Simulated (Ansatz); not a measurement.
# C5H14FGeNO: small, medium and large basis sets

Aim: see how fast density functionals converge with the basis set for C5H14FGeNO.

The runs use Ansatz 0.2.0, Gaussian basis; one geometry, several basis sets.

The runs, in order: PBE0-D4/def2-SVP; ωB97M-V/def2-SVP; PBE0-D4/def2-QZVPP; ωB97M-V/def2-QZVPP; the functionals' def2-TZVPP values are taken from earlier runs.

## 1. The geometry

An earlier PBE0-D4 in a triple-zeta def2 set relaxation fixed the geometry.

SMILES `CC[N](C)[Ge]([CH3])([F])[O]C`, 23 atoms, charge 0, spin multiplicity 1.

Atoms are counted from 1 here; the program's logs count them from 0.

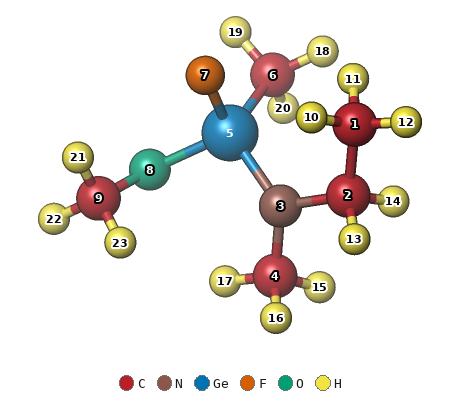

The structure; carbon red, nitrogen brown, germanium blue, fluorine orange, oxygen teal, hydrogen yellow; atoms are numbered from 1 in the order of the file.

## 2. PBE0-D4 in def2-SVP

Input file in.yaml:

```yaml
crystal:
  periodic: [false, false, false]
  atoms:
    - {symbol: C, position_ang: [-0.057258, -0.732630, -2.512447]}
    - {symbol: C, position_ang: [-0.851951, -1.232147, -1.324949]}
    - {symbol: N, position_ang: [-0.371907, -0.757170, -0.043700]}
    - {symbol: C, position_ang: [-1.110302, -1.322254, 1.063728]}
    - {symbol: Ge, position_ang: [0.377146, 0.885774, 0.187656]}
    - {symbol: C, position_ang: [-0.613646, 2.482199, -0.245924]}
    - {symbol: F, position_ang: [1.840940, 0.908741, -0.761916]}
    - {symbol: O, position_ang: [0.879405, 0.999965, 1.873961]}
    - {symbol: C, position_ang: [1.904764, 0.158195, 2.359012]}
    - {symbol: H, position_ang: [0.998168, -0.990962, -2.419948]}
    - {symbol: H, position_ang: [-0.123196, 0.353249, -2.625922]}
    - {symbol: H, position_ang: [-0.448493, -1.176872, -3.429778]}
    - {symbol: H, position_ang: [-0.811538, -2.330479, -1.307853]}
    - {symbol: H, position_ang: [-1.916814, -0.974767, -1.461680]}
    - {symbol: H, position_ang: [-2.194137, -1.144519, 0.982327]}
    - {symbol: H, position_ang: [-0.960627, -2.408588, 1.104516]}
    - {symbol: H, position_ang: [-0.772848, -0.900056, 2.011084]}
    - {symbol: H, position_ang: [-0.950842, 2.448615, -1.281963]}
    - {symbol: H, position_ang: [0.025373, 3.353395, -0.103409]}
    - {symbol: H, position_ang: [-1.481791, 2.562634, 0.409067]}
    - {symbol: H, position_ang: [2.851077, 0.335124, 1.838028]}
    - {symbol: H, position_ang: [2.043089, 0.379086, 3.419606]}
    - {symbol: H, position_ang: [1.650087, -0.903430, 2.256106]}
basis:
  gaussian: {orbitals: def2-SVP}
hamiltonian: {xc: pbe0, dispersion: d4}
output: {orbitals: {seedname: orbitals}}
```

On the command line:

```sh
ansatz run in.yaml --threads 5 --pin off --events-out ev --progress --plain --max-ram 66560MiB --backend cpu
```

After this run come: ωB97M-V in def2-SVP; PBE0-D4 in def2-QZVPP; ωB97M-V in def2-QZVPP.

Before running them: what should the planned runs give, taken together? Wanted: PBE0-D4: double and triple zeta above quadruple; ωB97M-V: double and triple zeta above quadruple.

**Answer**, as computed:

| quantity | value |
| --- | --- |
| PBE0-D4: double and triple zeta above quadruple | 22.53, 1.90 eV |
| ωB97M-V: double and triple zeta above quadruple | 23.00, 1.84 eV |

In words: For PBE0-D4 the step from double to triple zeta gains 20.63 eV and the next only 1.90 eV. Total energies overstate the basis error of differences, where much of it tends to cancel. The LUMO of ωB97M-V is positive and keeps falling with the basis (2.94 to 1.53 eV): an unbound level that the basis holds in place.
